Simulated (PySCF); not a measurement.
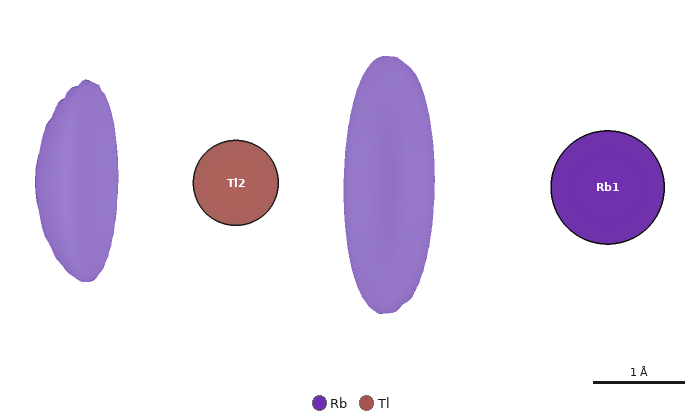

Figure 1: RbTl (charge +1, doublet). Isosurface of the ELF at 0.75 (purple), seen from one side. Only the valence region is drawn (cores and ρ < 0.01 e/Å³ removed).

Core potentials replace the inner electrons of Rb and Tl.

Method: PySCF 2.14.0, PBE0/def2-SVP, non-relativistic Hamiltonian with scalar-relativistic core potentials where named, at a bond length of 4.243 Å.

```yaml
atoms:
  - { symbol: Rb, position_ang: [0.0000, 0.0000, -3.0002] }
  - { symbol: Tl, position_ang: [0.0000, 0.0000, 1.2428] }
```

> What do the ELF domains correspond to?

The ELF exceeds this value in one lobe of the valence shell of Tl pointing towards Rb (polar bonds) and one lobe on Tl, pointing away from the bonds (non-bonding electrons).

Values along the shortest contacts:
Rb–Tl (4.24 Å): the ELF peaks at about 0.85 in the valence shell of Tl, 1.8 Å from its nucleus, and is about 0.55 at the midpoint.
